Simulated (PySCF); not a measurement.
System: C4H7F5Si.

The calculation's input:

```
{"job": {"kind": "nmr", "xc": "PBE0", "basis": "pcSseg-1"}, "charge": 0, "multiplicity": 1}
C     -1.624081    -1.212431    -0.275234
C     -0.486549    -0.356619     0.281385
C      0.678030    -0.254900    -0.708790
Si     2.255832     0.539602    -0.018071
F      2.488094    -0.064929     1.444414
F      3.477712    -0.089526    -0.839282
C     -1.023000     1.029321     0.598609
F     -1.413798     1.698077    -0.497781
F     -2.081851     0.996830     1.419646
F     -0.108005     1.811227     1.201974
H     -1.991271    -0.791307    -1.208932
H     -2.448556    -1.264411     0.431767
H     -1.266589    -2.220750    -0.463712
H     -0.137659    -0.774732     1.231046
H      0.333001     0.269896    -1.601297
H      0.925492    -1.271006    -1.028130
H      2.416200     1.967688     0.022479
```

Command:

```sh
OMP_NUM_THREADS=1 python probes_run.py task.json out
```

Geometry: GFN2-xTB.

The calculation used PBE0/pcSseg-1, SCF density, gas phase, non-relativistic (PySCF 2.14.0).

### What can the converged electron density and electron localisation function tell about the bonding?

C–F (1.35 Å): the density is about 2.3 e/Å³ at the midpoint, with its minimum of 1.9 e/Å³ about 0.5 Å from C; the ELF peaks at about 0.85 between the atoms, as expected for a polar covalent bond.
C–C (1.52 Å): ρ is about 1.8 e/Å³ halfway; the ELF peaks at about 1 between the atoms: localised, covalent bonding.
C–H (1.09 Å): the density is about 2 e/Å³ at the midpoint; the ELF climbs to about 1 towards the hydrogen, as it does in any bond to H (an ordinary covalent bond to hydrogen).

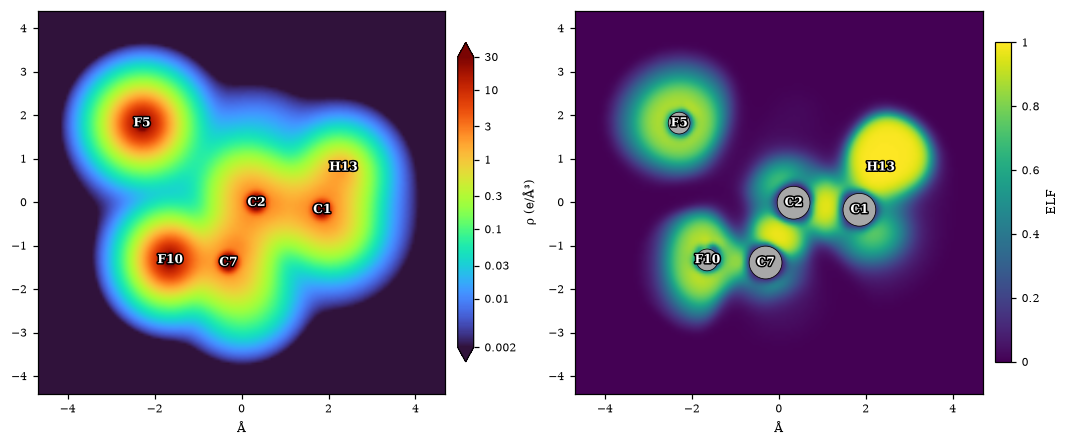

Computed electron density and electron localisation function on the plane of atoms C2, C7 and F10, in this order. Grey discs cover the atomic cores in the ELF map. 
